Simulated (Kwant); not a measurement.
Device: quantum point contact (saddle potential) in a CdTe two-dimensional gas. Effective mass 0.096 mₑ, grid spacing 1.3 nm, hard walls, nominal width 40 nm (31 grid rows, so walls 41.6 nm apart), one parabolic valley, scattering region 120 nm long along x; energies count from the band bottom; Fermi energy 0.166 eV. Potential (V0 + ½k y²) cos²(πx/L) for |x| < L/2, with V0 swept from 0.1743 to 0 eV, k = 0.0048 eV/nm², L = 87 nm.

Constants are typed, rounded textbook-type inputs, not results; the design itself was drawn at random and stands for no fabricated device.

Kwant, effective-mass tight-binding model on a square grid, one spin, coherent transport at 0 K. Conductance is in e²/h.

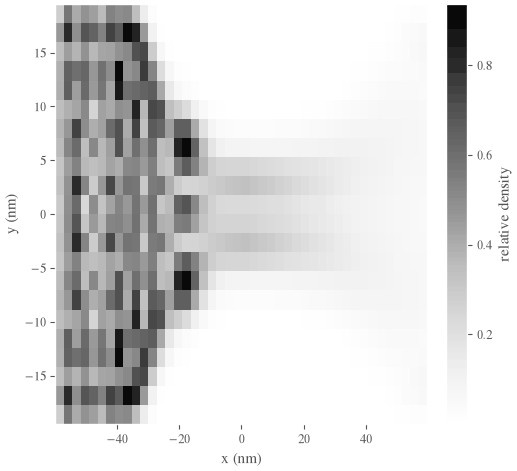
*Density of the scattering states that come in from the left lead, at gate = 0.042943 eV, in bins, relative to the largest site value*

The conductance there is 2.00 e²/h with 8 open channel(s) in the leads.
